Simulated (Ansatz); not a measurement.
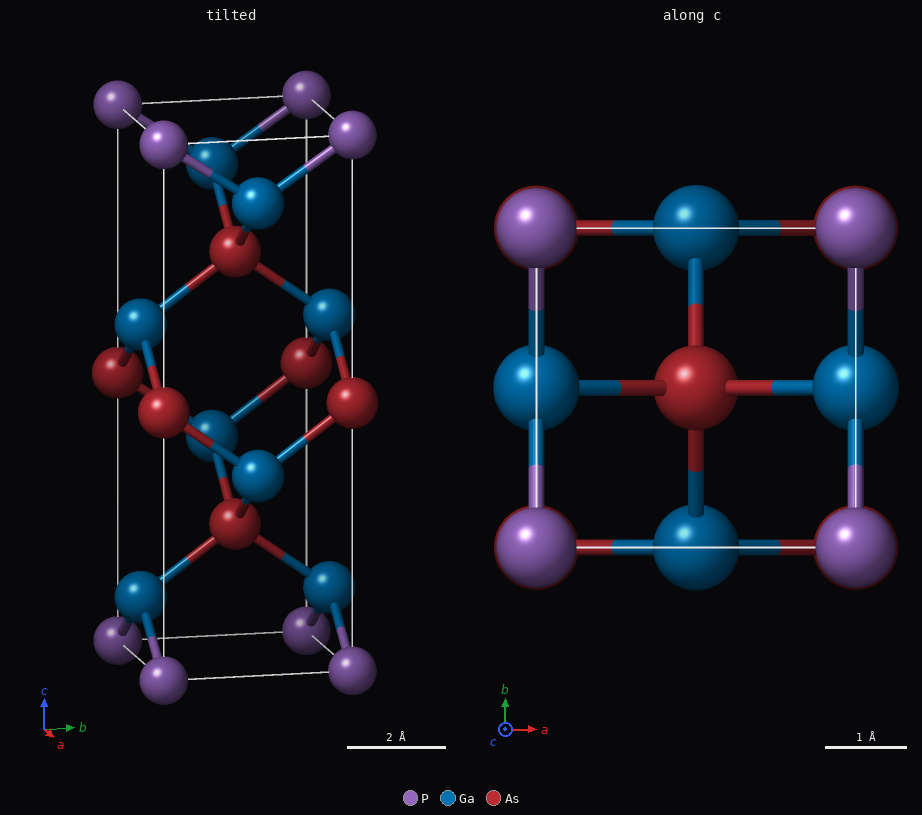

The crystal in a ball-and-stick representation, seen slightly off an axis and along the c axis. The conventional unit cell is outlined; an atom on or near a face, edge or corner is repeated at each equivalent position.

Ga4As3P, space group P-4m2 (No. 115), a = 3.971 Å, b = 3.971 Å, c = 11.210 Å, α = 90.00°, β = 90.00°, γ = 90.00°. The cell started as a structure type filled with these elements by a generator (whether the compound takes this form wasn't checked). Earlier steps of the study, as a rule a relaxation of our own, may have changed the cell and positions, so they can lie some per cent off the listed ones. It was run through Ansatz as a DFT input.

This one geometry was computed with Ansatz (DFT, plane waves, PAW) at five levels of theory: PBE0, r2SCAN, HSE06, PBE and PBE with spin-orbit coupling. It was relaxed beforehand with r2SCAN.

**Which level gives the highest pressure at this volume, and what does that say about its equilibrium volume?**

Highest: PBE (2.7 GPa) and PBE with spin-orbit coupling (2.7 GPa), which points to the largest equilibrium volume. Lowest, with the smallest volume: r2SCAN (0.0 GPa). Levels within 0.5 GPa of each other can't be told apart.

**How does the band gap change with the level of theory?**

PBE with spin-orbit coupling: a gap of 0.67 eV, direct; PBE: a gap of 0.77 eV, direct; r2SCAN: a gap of 1.27 eV, direct; HSE06: a gap of 1.69 eV, direct; PBE0: a gap of 2.29 eV, direct.

**Collect the results in a table.**

| level | cutoff (eV) | k-mesh of the run's cell | gap (eV) | pressure (GPa) |
| --- | --- | --- | --- | --- |
| PBE0 | 420 | 4×4×2 | 2.29 | 0.5 |
| r2SCAN | 500 | 6×6×2 | 1.27 | 0.0 |
| HSE06 | 420 | 4×4×2 | 1.69 | 0.7 |
| PBE | 420 | 6×6×2 | 0.77 | 2.7 |
| PBE with spin-orbit coupling | 420 | 6×6×2 | 0.67 | 2.7 |

Gaps are taken on the k-mesh or band path of each run.
